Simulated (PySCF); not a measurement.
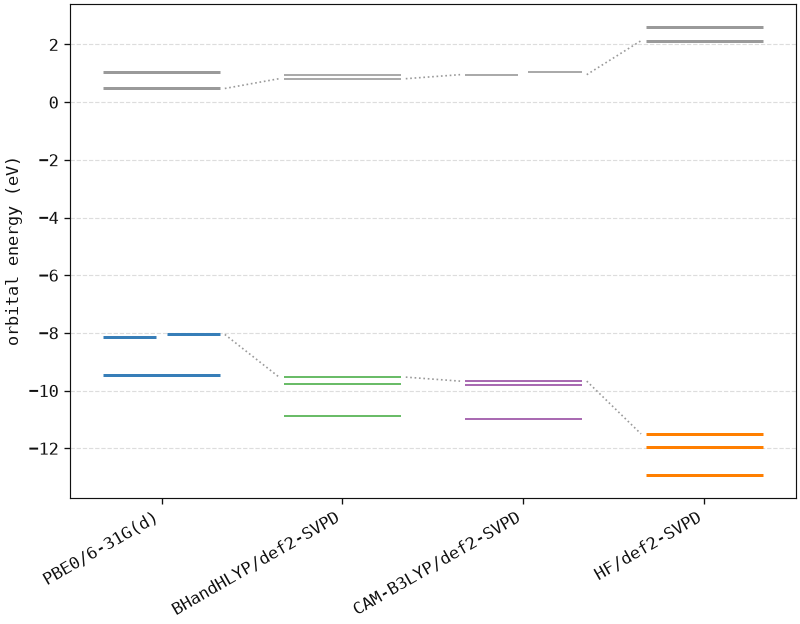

Frontier orbital energies of C₂H₉BOSi, SMILES CBOC[SiH3] at one geometry, PySCF 2.14.0, at a PBE0-D3(BJ)/def2-SVP geometry (no frequency check). Empty levels are grey, levels within 0.1 eV stand side by side; all columns show the same few orbitals around the gap. Dotted lines join the HOMOs and the LUMOs.

Compare the HOMO-LUMO separations.

The separation grows from 8.53 eV (PBE0/6-31G(d)) to 13.63 eV (HF/def2-SVPD).

```csv
level,HOMO (eV),LUMO (eV),separation (eV)
PBE0/6-31G(d),−8.05,0.48,8.53
BHandHLYP/def2-SVPD,−9.53,0.81,10.35
CAM-B3LYP/def2-SVPD,−9.67,0.95,10.62
HF/def2-SVPD,−11.50,2.13,13.63
```

Limits of at least one run: empty levels above zero depend strongly on the basis; one conformer of a flexible molecule.
